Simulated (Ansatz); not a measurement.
```yaml
atoms:
  - { symbol: B, position_ang: [0.9830, 0.2195, 1.2422] }
  - { symbol: O, position_ang: [-0.1725, 0.8396, 1.5443] }
  - { symbol: O, position_ang: [1.4549, -0.1278, 0.0307] }
  - { symbol: H, position_ang: [-0.7331, 1.0621, 0.7848] }
  - { symbol: H, position_ang: [0.8821, 0.1019, -0.7174] }
```

Geometry: PBE0-D3(BJ)/def2-SVP.

Level of theory: isolated molecule in a Gaussian basis; Kohn-Sham density functional theory, functional PBE0 in Ansatz 0.2.0.

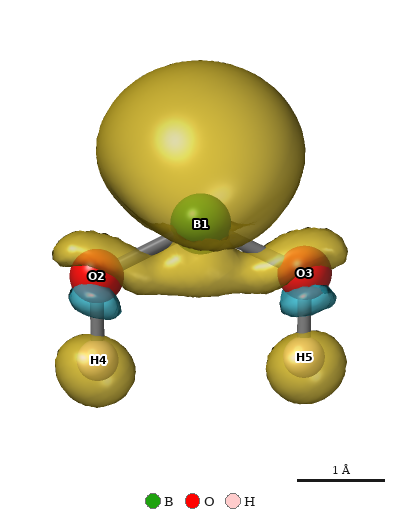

BH₂O₂ (SMILES O[B]O) (doublet). Isosurfaces of the spin density at +0.02 (yellow) and −0.02 e/Å³ (cyan), seen at an oblique angle.

**Where is the unpaired spin?**

The unpaired spin (1 electron) lies mostly on B1 (about 0.8), in electrons by Hirshfeld's partition.
